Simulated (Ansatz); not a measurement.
PbSe (rock salt)

```cif
data_Pb4Se4
_chemical_formula_sum 'Se4 Pb4'
_space_group_name_H-M_alt 'Fm-3m'
_space_group_IT_number 225
_space_group_name_Hall '-F 4 2 3'
_cell_length_a 6.21775
_cell_length_b 6.21775
_cell_length_c 6.21775
_cell_angle_alpha 90.000
_cell_angle_beta 90.000
_cell_angle_gamma 90.000
loop_
_atom_site_label
_atom_site_type_symbol
_atom_site_symmetry_multiplicity
_atom_site_Wyckoff_symbol
_atom_site_fract_x
_atom_site_fract_y
_atom_site_fract_z
_atom_site_occupancy
Se1 Se 4 a 0.00000 0.00000 0.00000 1
Pb1 Pb 4 b 0.50000 0.50000 0.50000 1
```
(The calculation used a cell of 2 atoms; values per cell refer to that cell.)

The relaxed cell is deformed in two ways at once: its volume V is scaled, and at that volume it is stretched along z (the c axis of the conventional cell) so that c/a changes. Fractional atomic positions are held.

Calculation: PBE (plane waves to 420 eV, PAW, scalar-relativistic; Ansatz, a quantum-chemistry and plane-wave program). k mesh 9×9×9 (Γ-centred), Fermi-Dirac smearing 0.05 eV. The energy includes the smearing's −TS. Compression counts positive. PbSe was relaxed with its symmetry unable to fall. Spin-orbit coupling is left out, though Pb is heavy. The zero of ΔE is the relaxed starting cell.

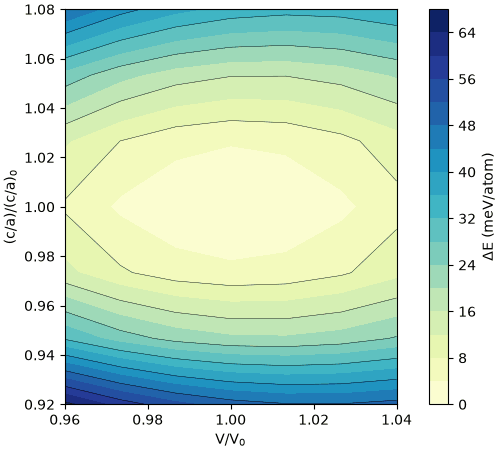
Figure: ΔE (meV/atom) over the 7×7 grid of computed points.

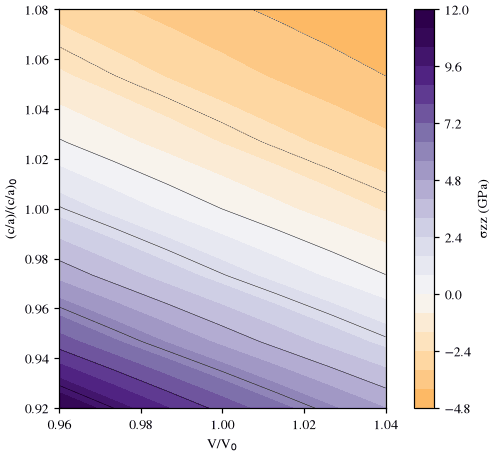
σzz (GPa) over the 7×7 grid of computed points.

The shear modulus C′ = (C11 − C12)/2 (fit, atoms clamped) is 51 GPa. Highest place on the grid: V/V₀ = 0.960, (c/a)/(c/a)₀ = 0.920 (65.2 meV/atom). Lowest place on the grid: V/V₀ = 1.000, (c/a)/(c/a)₀ = 1.000 (0.0 meV/atom).

Near the relaxed cell σzz − σxx = −2Cδ (compression positive), C being this modulus and δ the logarithm of the ratio.

(A scan under strain: stresses follow from slopes of the energy per volume, elastic moduli from its curvatures.)
